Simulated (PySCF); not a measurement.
**disilane (Si2H6): runs on many settings**

Which settings matter for disilane (Si2H6) (`[SiH3][SiH3]`)?

Computed with PySCF 2.14.0, with density-fitted response routines of our own, on a single molecule in the gas phase. Atoms count from 0, in the outputs and in this text.

## (1) Starting geometry

8 atoms, charge 0, multiplicity 1; geometry from: GFN2-xTB.

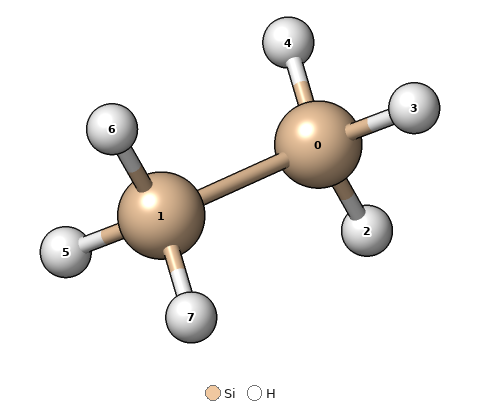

The starting geometry (silicon light orange, hydrogen white), atoms numbered.

## (2) NMR shieldings: PBE0/pcSseg-1

What the job is given:

```
{"job": {"kind": "nmr", "xc": "PBE0", "basis": "pcSseg-1"}, "charge": 0, "multiplicity": 1}
Si    -1.144856     0.116933    -0.020997
Si     1.148489    -0.113190     0.014205
H     -1.785167    -0.786450    -0.981419
H     -1.569402     1.471945    -0.384039
H     -1.757048    -0.166416     1.280174
H      1.565932    -1.471671     0.374219
H      1.789520     0.785068     0.979643
H      1.761590     0.173192    -1.286350
```

Level: GIAO PBE0/pcSseg-1 NMR shielding, non-relativistic, gas phase.

Command:

```console
> OMP_NUM_THREADS=1 python probes_run.py task.json out
```

The driver reads the jobs from task.json and runs them one after another.

Output:

```text
coarse grid: 6968 points
cycle   1  E = -582.2820359603  dE = -2.562e-01  |g| = 1.067e-01  |ddm| = 2.309e+00
cycle   2  E = -582.2845344979  dE = -2.499e-03  |g| = 5.047e-02  |ddm| = 1.946e-01
cycle   3  E = -582.2851050618  dE = -5.706e-04  |g| = 1.083e-02  |ddm| = 6.505e-02
cycle   4  E = -582.2851435525  dE = -3.849e-05  |g| = 1.910e-03  |ddm| = 1.732e-02
cycle   5  E = -582.2851451422  dE = -1.590e-06  |g| = 1.966e-04  |ddm| = 3.858e-03
final grid: 56088 points
cycle   6  E = -582.2952694710  dE = -4.750e-06  |g| = 1.102e-03  |ddm| = 7.868e-03
cycle   7  E = -582.2952695307  dE = -5.970e-08  |g| = 5.331e-04  |ddm| = 1.235e-03
cycle   8  E = -582.2952695736  dE = -4.284e-08  |g| = 7.909e-05  |ddm| = 5.574e-04
cycle   9  E = -582.2952695758  dE = -2.188e-09  |g| = 7.018e-06  |ddm| = 1.200e-04
cycle  10  E = -582.2952695758  dE = -2.262e-11  |g| = 5.250e-07  |ddm| = 1.471e-05
converged SCF energy = -582.2952695758

GIAO shielding tensors (ppm)
atom      isotropic    diamagn.    paramagn.     s11        s22        s33       span
  0 Si     469.313     880.030    -410.717    464.747    464.762    478.430     13.683
  1 Si     469.188     880.021    -410.832    464.494    465.048    478.024     13.530
  2 H       28.268      29.004      -0.736     25.093     25.851     33.861      8.767
  3 H       28.271      29.007      -0.736     25.097     25.853     33.862      8.765
  4 H       28.270      29.012      -0.742     25.097     25.856     33.857      8.760
  5 H       28.261      29.003      -0.742     25.088     25.853     33.844      8.756
  6 H       28.259      28.993      -0.734     25.088     25.842     33.847      8.760
  7 H       28.261      28.997      -0.736     25.091     25.847     33.846      8.755
```

Wall time 3.1 s (1 thread of Arm Neoverse V1, shared host); peak memory 0.34 GiB.

Shifts follow as δ = σ(reference) − σ, with reference shieldings (ppm) from runs at the same level and on the same kind of geometry: ¹H TMS 31.72, ²⁹Si TMS 349.2. The references are single molecules in the gas phase. Atoms listed in one row are averaged.

```tsv
atoms	environment	σ (ppm)	δ (ppm)
H2, H3, H4, H5, H6, H7	hydrogen on a silicon bonded to Si	28.27	3.45
Si0, Si1	silicon bonded to Si, 3 H	469.3	-120.1
```

The run also stored atomic charges by several schemes (e):

```tsv
atoms	Mulliken	IAO	Hirshfeld	ESP fit
Si0, Si1	0.17	0.29	0.22	0.22
```

Hirshfeld charges:

```tsv
atom	value (e)
Si0	0.22
Si1	0.22
H2	-0.07
H3	-0.07
H4	-0.07
H5	-0.07
H6	-0.07
H7	-0.07
```

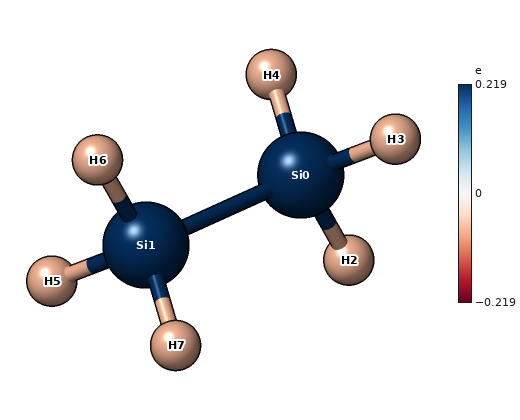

Hirshfeld charges, as colours on the atoms.

Mayer bond orders: Si0–Si1 0.93.

## (3) TDDFT and polarisability: PBE0/def2-SVPD

Settings changed since step 2:

```diff
@@ -1,2 +1,2 @@
-{"job": {"kind": "nmr", "xc": "PBE0", "basis": "pcSseg-1"}, "charge": 0, "multiplicity": 1}
+{"job": {"kind": "uv", "xc": "PBE0", "basis": "def2-SVPD", "nstates": 6, "ntriplets": 2}, "charge": 0, "multiplicity": 1}
 Si    -1.144856     0.116933    -0.020997
```

Method: TDDFT PBE0/def2-SVPD, vertical, gas phase, core orbitals frozen in the response.

Output:

```text
coarse grid: 6968 points
cycle   1  E = -582.0613047149  dE = -2.600e-01  |g| = 9.920e-02  |ddm| = 2.710e+00
cycle   2  E = -582.0638366939  dE = -2.532e-03  |g| = 4.021e-02  |ddm| = 3.343e-01
cycle   3  E = -582.0644262348  dE = -5.895e-04  |g| = 1.447e-02  |ddm| = 1.121e-01
cycle   4  E = -582.0645136638  dE = -8.743e-05  |g| = 1.016e-03  |ddm| = 2.498e-02
cycle   5  E = -582.0645141534  dE = -4.895e-07  |g| = 2.584e-04  |ddm| = 4.855e-03
final grid: 56088 points
cycle   6  E = -582.1353726219  dE = -3.631e-06  |g| = 3.444e-04  |ddm| = 1.997e-02
cycle   7  E = -582.1353726588  dE = -3.693e-08  |g| = 2.095e-04  |ddm| = 1.446e-03
cycle   8  E = -582.1353726774  dE = -1.860e-08  |g| = 3.774e-05  |ddm| = 4.409e-04
cycle   9  E = -582.1353726780  dE = -5.879e-10  |g| = 4.878e-06  |ddm| = 8.476e-05
converged SCF energy = -582.1353726780

Static polarisability (au): isotropic 60.135, principal 54.164 54.186 72.055

Singlet excitations
state   eV       nm        f      main configurations
  1   7.6607    161.8   0.02084   H->L 0.87
  2   7.6636    161.8   0.02094   H->L+1 0.87
  3   7.9614    155.7   0.00000   H->L+3 0.99
  4   8.0982    153.1   0.30760   H->L+2 0.86
  5   8.2987    149.4   0.00000   H-1->L+1 0.35, H-2->L 0.34, H-1->L 0.14
  6   8.5201    145.5   0.00000   H->L+4 0.99

Triplet excitations (Tamm-Dancoff, eV): 6.5938 6.5959
```

It took 3 s on 1 thread of Arm Neoverse V1, shared host; peak memory 0.41 GiB.

The orbitals next to the gap, with their largest atomic shares:

```tsv
orbital	eV	atoms
HOMO−3	-10.25	Si1 24 %, Si0 24 %, H7 13 %
HOMO−2	-9.55	Si0 23 %, Si1 23 %, H2 17 %
HOMO−1	-9.54	Si0 23 %, Si1 23 %, H4 13 %
HOMO	-8.70	Si1 35 %, Si0 35 %, H5 5 %
LUMO	0.23	Si0 32 %, Si1 32 %, H4 10 %
LUMO+1	0.23	Si1 32 %, Si0 32 %, H5 8 %
LUMO+2	0.39	Si1 27 %, Si0 26 %, H3 8 %
```

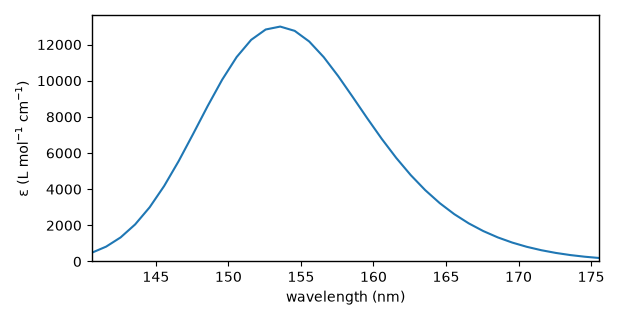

Absorption spectrum: each of the 6 states is a Gaussian band of 0.4 eV half-width at 1/e. Beyond the last state computed it falls off for lack of states.

Ground-state properties from the same run:

```tsv
property	computed
dipole moment (D)	0.01
polarisability (Å³)	8.91
HOMO–LUMO gap (eV)	8.93
−ε(HOMO) (eV)	8.70
```

## (4) Shielding tensors: BHandHLYP/pcSseg-1

Settings changed since step 3:

```diff
@@ -1,2 +1,2 @@
-{"job": {"kind": "uv", "xc": "PBE0", "basis": "def2-SVPD", "nstates": 6, "ntriplets": 2}, "charge": 0, "multiplicity": 1}
+{"job": {"kind": "nmr", "xc": "BHandHLYP", "basis": "pcSseg-1", "pop": true}, "charge": 0, "multiplicity": 1}
 Si    -1.144856     0.116933    -0.020997
```

With the program's defaults for keys left out, this is: GIAO BHandHLYP/pcSseg-1 NMR shielding, non-relativistic, gas phase.

Output:

```text
coarse grid: 6968 points
cycle   1  E = -582.5295203442  dE = -2.925e-01  |g| = 1.408e-01  |ddm| = 2.281e+00
cycle   2  E = -582.5367808975  dE = -7.261e-03  |g| = 5.031e-02  |ddm| = 2.374e-01
cycle   3  E = -582.5375099356  dE = -7.290e-04  |g| = 1.517e-02  |ddm| = 8.790e-02
cycle   4  E = -582.5375761031  dE = -6.617e-05  |g| = 5.214e-04  |ddm| = 2.246e-02
cycle   5  E = -582.5375762846  dE = -1.815e-07  |g| = 1.449e-04  |ddm| = 1.960e-03
final grid: 56088 points
cycle   6  E = -582.5426155471  dE = -1.155e-06  |g| = 7.455e-04  |ddm| = 5.001e-03
cycle   7  E = -582.5426156457  dE = -9.857e-08  |g| = 4.268e-04  |ddm| = 1.413e-03
cycle   8  E = -582.5426156834  dE = -3.768e-08  |g| = 1.256e-05  |ddm| = 4.748e-04
cycle   9  E = -582.5426156835  dE = -6.071e-11  |g| = 2.504e-06  |ddm| = 4.054e-05
converged SCF energy = -582.5426156835

GIAO shielding tensors (ppm)
atom      isotropic    diamagn.    paramagn.     s11        s22        s33       span
  0 Si     469.139     878.807    -409.669    464.106    464.121    479.188     15.082
  1 Si     469.030     878.799    -409.770    463.882    464.418    478.790     14.908
  2 H       28.584      29.262      -0.678     25.476     26.188     34.088      8.613
  3 H       28.587      29.265      -0.678     25.480     26.190     34.090      8.610
  4 H       28.586      29.270      -0.684     25.480     26.193     34.085      8.605
  5 H       28.578      29.262      -0.684     25.471     26.190     34.072      8.601
  6 H       28.575      29.251      -0.676     25.470     26.178     34.076      8.606
  7 H       28.577      29.255      -0.677     25.473     26.184     34.074      8.601
```

Wall time 2.7 s (1 thread of Arm Neoverse V1, shared host); peak memory 0.41 GiB.

Key values: δ Si0 -112.7, H2 3.31 ppm (means over like atoms).

## (5) J couplings: PBE0/6-31G

Settings changed since step 4:

```diff
@@ -1,2 +1,2 @@
-{"job": {"kind": "nmr", "xc": "BHandHLYP", "basis": "pcSseg-1", "pop": true}, "charge": 0, "multiplicity": 1}
+{"job": {"kind": "j", "xc": "PBE0", "basis": "6-31G", "scf": {"aux": "def2-qzvpp-jkfit"}}, "charge": 0, "multiplicity": 1}
 Si    -1.144856     0.116933    -0.020997
```

Method: PBE0/6-31G indirect spin-spin coupling, non-relativistic, gas phase.

Output:

```text
final grid: 56088 points
cycle   1  E = -582.2207170873  dE = -2.113e-01  |g| = 6.859e-02  |ddm| = 2.182e+00
cycle   2  E = -582.2221237821  dE = -1.407e-03  |g| = 2.817e-02  |ddm| = 1.480e-01
cycle   3  E = -582.2224517325  dE = -3.280e-04  |g| = 8.063e-03  |ddm| = 6.093e-02
cycle   4  E = -582.2224802730  dE = -2.854e-05  |g| = 2.617e-04  |ddm| = 1.434e-02
cycle   5  E = -582.2224803054  dE = -3.239e-08  |g| = 1.613e-05  |ddm| = 6.632e-04
cycle   6  E = -582.2224803055  dE = -1.555e-10  |g| = 2.551e-06  |ddm| = 4.543e-05
converged SCF energy = -582.2224803055

Indirect spin-spin couplings (Hz)
  i      j    bonds     total        FC       PSO       DSO        SD
  0 Si   1 Si   1     82.284    81.171    -1.475     0.018     2.570
  0 Si   2 H    1   -180.987  -180.999     0.509    -0.194    -0.303
  0 Si   3 H    1   -180.699  -180.711     0.509    -0.194    -0.304
  0 Si   4 H    1   -180.594  -180.605     0.508    -0.194    -0.304
  0 Si   5 H    2      0.547     0.453    -0.039     0.181    -0.048
  0 Si   6 H    2      0.456     0.360    -0.039     0.183    -0.048
  0 Si   7 H    2      0.499     0.404    -0.039     0.183    -0.048
  1 Si   2 H    2      0.433     0.337    -0.039     0.183    -0.048
  1 Si   3 H    2      0.488     0.393    -0.039     0.183    -0.049
  1 Si   4 H    2      0.500     0.405    -0.039     0.183    -0.048
  1 Si   5 H    1   -180.684  -180.695     0.508    -0.194    -0.303
  1 Si   6 H    1   -181.235  -181.248     0.509    -0.193    -0.302
  1 Si   7 H    1   -180.965  -180.977     0.509    -0.193    -0.303
  2 H    3 H    2    -12.160   -10.648     0.233    -1.800     0.056
  2 H    4 H    2    -12.216   -10.709     0.232    -1.796     0.056
  2 H    5 H    3     -0.270     0.163     0.077    -0.526     0.016
  2 H    6 H    3     13.277    14.990     0.217    -1.938     0.008
  2 H    7 H    3     -0.318     0.125     0.078    -0.537     0.016
  3 H    4 H    2    -12.323   -10.827     0.231    -1.784     0.057
  3 H    5 H    3     13.283    14.996     0.218    -1.939     0.008
  3 H    6 H    3     -0.330     0.116     0.079    -0.540     0.016
  3 H    7 H    3     -0.287     0.156     0.078    -0.537     0.016
  4 H    5 H    3     -0.291     0.150     0.078    -0.535     0.016
  4 H    6 H    3     -0.283     0.154     0.078    -0.531     0.016
  4 H    7 H    3     13.289    15.002     0.218    -1.939     0.008
  5 H    6 H    2    -12.124   -10.613     0.233    -1.800     0.056
  5 H    7 H    2    -12.217   -10.713     0.232    -1.792     0.057
  6 H    7 H    2    -12.071   -10.559     0.233    -1.801     0.056
```

It took 2.6 s on 1 thread of Arm Neoverse V1, shared host; peak memory 0.41 GiB.

This basis has no tight s functions, so the Fermi-contact terms are rough.

Couplings of 1 Hz or more, nine at most for each number of bonds, with means over like pairs (isotopes 1H, 29Si):

```tsv
pair	bonds	J (Hz)	Fermi contact (Hz)
Si0–H2	1	-180.9	-180.9
Si0–Si1	1	82.3	81.2
H2–H3	2	-12.2	-10.7
H2–H5	3	4.2	5.1
```

Joined with the shifts from before (PBE0/pcSseg-1, unscaled), the couplings predict the line list below for 400 MHz.

¹H NMR δ 3.45 (s, 6H).

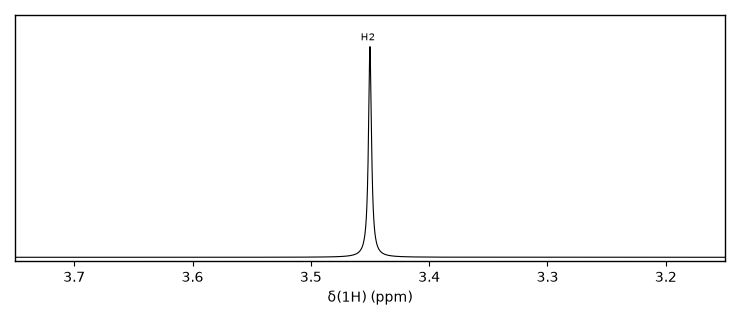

Simulated proton spectrum at 400 MHz, by exact diagonalisation of each spin system; lines 1.2 Hz wide, exchangeable protons uncoupled.

## (6) Ultraviolet spectrum: KT2/STO-3G

Settings changed since step 5:

```diff
@@ -1,2 +1,2 @@
-{"job": {"kind": "j", "xc": "PBE0", "basis": "6-31G", "scf": {"aux": "def2-qzvpp-jkfit"}}, "charge": 0, "multiplicity": 1}
+{"job": {"kind": "uv", "xc": "KT2", "basis": "STO-3G", "nstates": 25, "ntriplets": 5, "tda": false, "grid": 3}, "charge": 0, "multiplicity": 1}
 Si    -1.144856     0.116933    -0.020997
```

With the program's defaults for keys left out, this is: TDDFT KT2/STO-3G, vertical, gas phase, core orbitals frozen in the response.

Output:

```text
coarse grid: 6968 points
cycle   1  E = -580.9600757845  dE = -5.398e-01  |g| = 1.119e-01  |ddm| = 2.737e+00
cycle   2  E = -580.9607559201  dE = -6.801e-04  |g| = 1.031e-01  |ddm| = 3.826e-01
cycle   3  E = -580.9652893115  dE = -4.533e-03  |g| = 8.729e-04  |ddm| = 1.857e-01
cycle   4  E = -580.9652897242  dE = -4.127e-07  |g| = 4.979e-05  |ddm| = 1.965e-03
final grid: 97208 points
cycle   5  E = -580.9849157175  dE = -2.475e-05  |g| = 4.378e-03  |ddm| = 1.669e-02
cycle   6  E = -580.9849168291  dE = -1.112e-06  |g| = 3.613e-03  |ddm| = 1.333e-02
cycle   7  E = -580.9849222744  dE = -5.445e-06  |g| = 1.999e-04  |ddm| = 6.778e-03
cycle   8  E = -580.9849222930  dE = -1.863e-08  |g| = 3.145e-06  |ddm| = 3.738e-04
cycle   9  E = -580.9849222930  dE = -4.775e-12  |g| = 5.632e-07  |ddm| = 8.487e-06
converged SCF energy = -580.9849222930

Static polarisability (au): isotropic 23.820, principal 20.403 20.447 30.610

Singlet excitations
state   eV       nm        f      main configurations
  1  11.7167    105.8   0.00322   H-1->L 0.95
  2  11.7286    105.7   0.00352   H-2->L 0.95
  3  12.4058     99.9   0.00014   H-3->L 0.97
  4  12.4150     99.9   0.00014   H-4->L 0.97
  5  12.4812     99.3   0.68018   H->L 0.83
  6  12.6585     97.9   0.02432   H->L+1 0.84
  7  12.6678     97.9   0.02563   H->L+2 0.84
  8  13.0622     94.9   0.00001   H-2->L+1 0.49, H-1->L+2 0.49
  9  13.7769     90.0   0.00109   H-4->L+1 0.50, H-3->L+2 0.49
 10  13.7993     89.8   0.20636   H-1->L+2 0.31, H-2->L+1 0.31, H->L+1 0.08
 11  13.8023     89.8   0.20772   H-1->L+1 0.32, H-2->L+2 0.30, H->L+2 0.09
 12  14.1992     87.3   0.00002   H-3->L+1 0.46, H-4->L+2 0.40
 13  14.2011     87.3   0.00005   H-3->L+2 0.43, H-4->L+1 0.42
 14  14.3128     86.6   0.00868   H->L+3 0.51, H-4->L+2 0.23, H-3->L+1 0.18
 15  14.3374     86.5   1.33989   H-2->L+2 0.42, H-1->L+1 0.40, H->L 0.09
 16  14.7957     83.8   0.00016   H->L+3 0.44, H-4->L+2 0.17, H-3->L+1 0.16
 17  15.2467     81.3   0.00398   H->L+5 0.60, H-1->L+3 0.37
 18  15.2615     81.2   0.03692   H->L+6 0.56, H-2->L+3 0.35
 19  15.2763     81.2   0.47700   H->L+4 0.79
 20  15.5461     79.8   0.00110   H-1->L+3 0.33, H->L+5 0.29, H-3->L+4 0.17
 21  15.5610     79.7   0.00168   H-2->L+3 0.31, H->L+6 0.28, H-4->L+4 0.16
 22  15.6004     79.5   0.01169   H-1->L+4 0.54, H-3->L+3 0.36
 23  15.6065     79.4   0.01050   H-2->L+4 0.52, H-4->L+3 0.34
 24  16.1172     76.9   0.00000   H-2->L+5 0.52, H-1->L+6 0.48
 25  16.2862     76.1   0.00009   H-3->L+4 0.53, H-1->L+6 0.23, H-2->L+5 0.21

Triplet excitations (Tamm-Dancoff, eV): 9.7088 10.9243 10.9271 11.6022 11.6116
```

It took 1.5 s on 1 thread of Arm Neoverse V1, shared host; peak memory 0.41 GiB.

In short: HOMO -5.66 eV, LUMO 4.88 eV; lowest singlet 11.72 eV.

## (7) Side by side: NMR shifts

Shifts (ppm), means over like atoms, with basis size and wall time:

```tsv
run	H2	Si0	functions	time
PBE0/pcSseg-1	3.45	-120.1	78	3.1 s
BHandHLYP/pcSseg-1	3.31	-112.7	78	2.7 s
```

## (8) Comparing the runs: electronic excitations

Excitations and ground-state properties, with basis size and wall time:

```tsv
run	lowest singlet (eV)	brightest (eV)	f	gap (eV)	α (Å³)	μ (D)	functions	time
PBE0/def2-SVPD	7.66	8.10	0.308	8.93	8.91	0.01	96	3 s
KT2/STO-3G	11.72	14.34	1.340	10.54	3.53	0.01	24	1.5 s
```

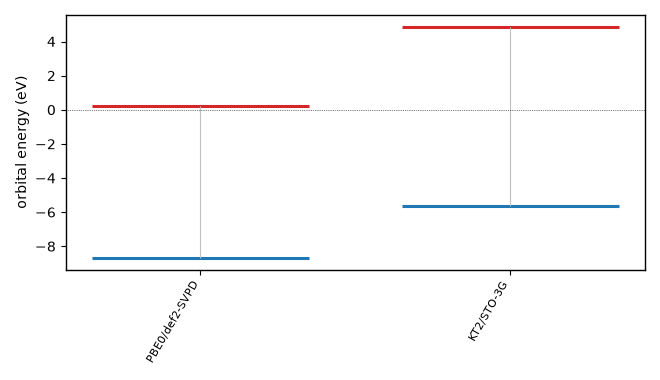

HOMO (blue) and LUMO (red) run by run.

## (9) Outcome

```
                                                                quantity                                            value
  ¹H shifts against TMS (PBE0/pcSseg-1, means over atoms taken as alike)                                         3.45 ppm
²⁹Si shifts against TMS (PBE0/pcSseg-1, means over atoms taken as alike)                                       -120.1 ppm
                                         lowest singlet (PBE0/def2-SVPD)                      7.66 eV (162 nm), f = 0.021
                                brightest single state of those computed                      state 4, 8.10 eV, f = 0.308
                                                          lowest triplet                                          6.59 eV
                              largest coupling of the table (PBE0/6-31G)                       ¹J(Si,H) Si0–H2, -180.9 Hz
                                               range of the shift of Si0                             -120.1 to -112.7 ppm
                                             range of the lowest singlet                                 7.66 to 11.72 eV
                                           property runs in this session  5, of which 0 failed and 1 gave unsound results
```

What this shows: Single values in the summary come from the first run of each kind that ended normally (PBE0/pcSseg-1; PBE0/def2-SVPD; PBE0/6-31G), which need not be the best level. At PBE0/pcSseg-1: Shielding is most anisotropic at Si0, Si1 (span 14 ppm, paramagnetic term -411 ppm). The first singlet state (HOMO→LUMO 0.87) lies at 7.66 eV and is weak; of the 6 states computed, the strongest absorption comes from state 4 at 8.10 eV. The lowest triplet lies 1.07 eV below the lowest singlet (triplets in Tamm-Dancoff, singlets in full TDDFT). Of the pairs tabulated at PBE0/6-31G, Si0–H2 (mean over like pairs) couples most strongly (-180.9 Hz; Fermi contact -180.9 Hz). Across the 2 runs the shift of Si0 (with its like atoms) moves most, between -120.1 (PBE0/pcSseg-1) and -112.7 ppm (BHandHLYP/pcSseg-1). Most of that comes from the computed reference, not from the atom's own shielding. The lowest singlet runs from 7.66 eV (PBE0/def2-SVPD) to 11.72 eV (KT2/STO-3G), while the orbital gap spans 8.93 to 10.54 eV. A minimal basis can't describe excited states, so its value is no measure of the functional. The lowest state need not be the same one in every run. The runs solved for a few states only, so the brightest column depends on that window. Couplings from bases without tight functions are rough.
